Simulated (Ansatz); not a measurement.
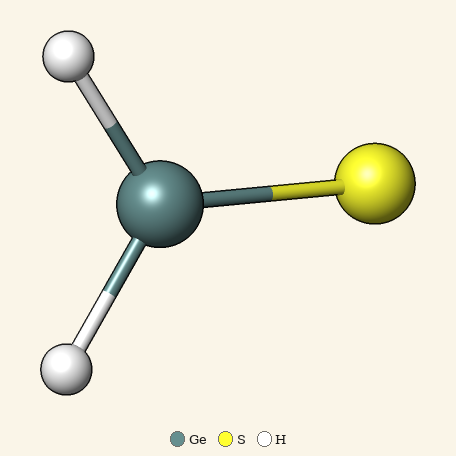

Sticks follow a distance rule. Harmonic vibrations computed with RKS PBE0-D4/def2-TZVP (Ansatz 0.2.0) at a stationary point of the same level.

> Is this a minimum or a saddle point?

A minimum: no imaginary frequency, and the lowest mode lies at 544 cm⁻¹.

> How many vibrational modes are there, and where do they lie?

6 modes: 544, 564, 582, 890, 2134, 2134 cm⁻¹.
